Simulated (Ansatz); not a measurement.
**ClFH4HfN2···HBr: density, localisation and related maps**

The calculation's input:

```
crystal:
  periodic: [false, false, false]
  atoms:
    - { symbol: Hf, position_ang: [0.14992, -0.047968, 7.3e-05] }
    - { symbol: Cl, position_ang: [0.25938, 0.096134, 2.490561] }
    - { symbol: "N", position_ang: [2.029877, 0.09307, -0.728457] }
    - { symbol: H, position_ang: [2.489692, -0.577162, -1.360093] }
    - { symbol: H, position_ang: [2.704663, 0.832826, -0.491594] }
    - { symbol: "N", position_ang: [-0.783827, 1.61147, -0.698527] }
    - { symbol: H, position_ang: [-1.802583, 1.732091, -0.617194] }
    - { symbol: H, position_ang: [-0.393114, 2.412863, -1.208874] }
    - { symbol: F, position_ang: [-0.606856, -1.642118, -0.770882] }
    - { symbol: Br, position_ang: [-3.483768, 0.04273, 1.411224] }
    - { symbol: H, position_ang: [-2.302084, 0.120262, 2.348363] }
basis:
  gaussian: { orbitals: def2-SVP }
hamiltonian:
  xc: pbe
relax:
  f_tol: 0.03
  max_steps: 50
output:
  orbitals: {}
```

Command:

```sh
ansatz run input.yaml --threads 4 --pin off --max-ram 5120MiB --backend cpu --events-out ev --progress --plain --runs-dir out
```

The fields are those of the run's last geometry, not of the input's.

Core potentials replace the inner electrons of Hf.

Method: RKS PBE/def2-SVP in Ansatz.

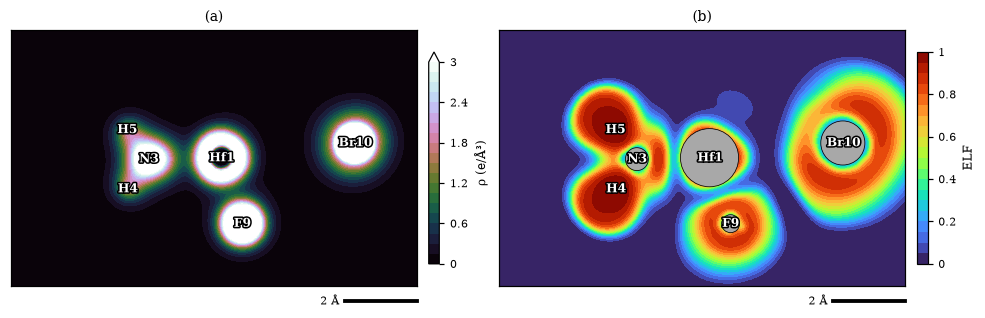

Figure 1. (a) electron density; (b) electron localisation function on the plane of atoms N3, Hf1 and F9. Grey discs cover the atomic cores in the ELF map.

Q: Read the bonding off the picture.

A: The section cuts through Hf, N, H, F and Br sites. Hf–F (1.93 Å): ρ at the midpoint is about 0.85 e/Å³; the ELF peaks at about 0.85 in the valence shell of F, 0.5 Å from its nucleus, and drops to about 0.20 between the two atoms. Hf–N (2.02 Å): ρ is about 0.84 e/Å³ halfway; the ELF peaks at about 0.90 in the valence shell of N, 0.6 Å from its nucleus, and drops to about 0.25 between the two atoms. N–H (1.03 Å): ρ at the midpoint is about 2.7 e/Å³; the ELF climbs to about 1 towards the hydrogen, as it does in any bond to H: a covalent bond by its length. The ELF also peaks beside Br10, away from the bonds: lone-pair regions.

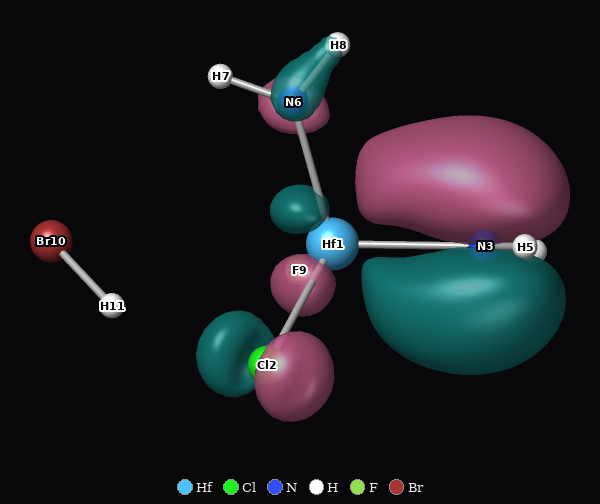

Figure 2. The HOMO−1 at ±0.1 Å⁻³ᐟ² (teal and pink are the two phases), seen at a tilt.

Q: Describe this orbital and give its energy.

A: Its weight (Hirshfeld) is mainly on N3 (about 65 %) and Hf1 (about 15 %); largely a lone pair of N3. Its energy is −6.57 eV.

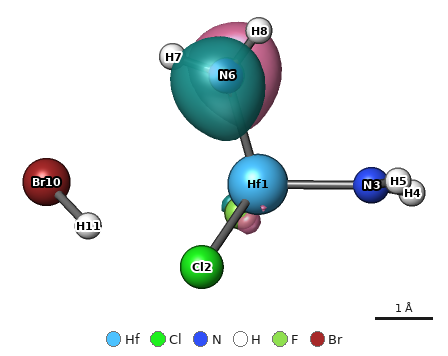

Figure 3. One frontier orbital at ±0.2 Å⁻³ᐟ² (teal and pink are the two phases), seen across its widest extent.

Q: Which orbital is it: HOMO or LUMO?

A: The HOMO, at −6.14 eV. Its weight (Hirshfeld) is mainly on N6 (about 65 %) and Hf1 (about 15 %); largely a lone pair of N6.
